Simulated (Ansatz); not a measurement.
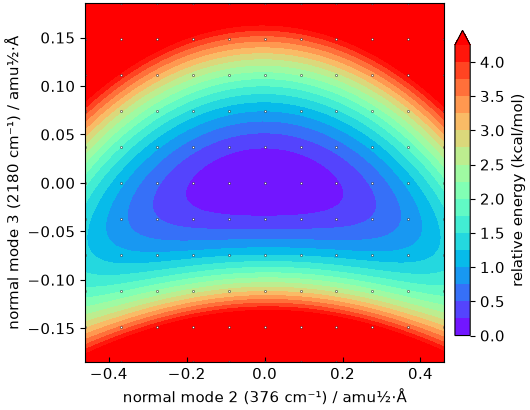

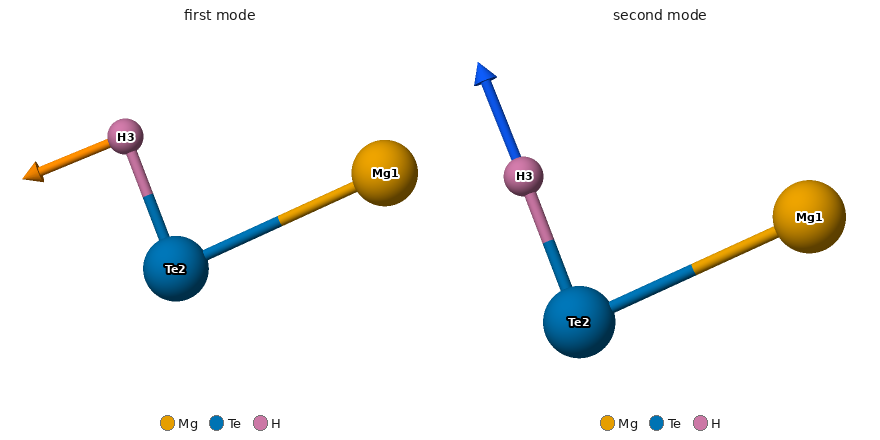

Energy landscape of HMgTe, SMILES [Mg][TeH], spin multiplicity 2. 
- Coordinates scanned: (1) normal mode 2 (376 cm⁻¹); (2) normal mode 3 (2180 cm⁻¹).
- Nothing is relaxed (straight displacements along the two mass-weighted modes).
- The scan uses an 11 × 11 grid.
- Energies: kcal/mol, counted from the lowest grid point.
- Computed with UKS BHLYP-D4/def2-TZVP in Ansatz.

The picture shows filled contours, dots at the grid points, one colour for all values above the top of the scale. Between grid points the surface is interpolated. The second picture is the structure at the lowest point

**Describe this landscape.**

The lowest grid point is at normal mode 2 (376 cm⁻¹) = 0.000 amu½·Å, normal mode 3 (2180 cm⁻¹) = 0.000 amu½·Å. No other kind of well shows on this grid. The highest grid point, normal mode 2 (376 cm⁻¹) = 0.461 amu½·Å, normal mode 3 (2180 cm⁻¹) = 0.185 amu½·Å, lies 9.4 kcal/mol above the lowest.

The input of one point:

```yaml
crystal:
  periodic: [false, false, false]
  atoms:
    - { symbol: Mg, position_ang: [1.229072, -1.273041, 0.536642] }
    - { symbol: Te, position_ang: [-0.018795, 1.068297, 0.106753] }
    - { symbol: H, position_ang: [-1.210268, 0.204743, -0.643386] }
magnetization:
  spin_polarized: true
  initial_magnetization: 1
basis:
  gaussian: { orbitals: def2-TZVP }
hamiltonian:
  xc: { name: BHLYP }
  dispersion: d4
output:
  forces: true
```

The whole map (121 points run) took 9.6 min on 1 thread of Arm Neoverse V2, on a shared host.
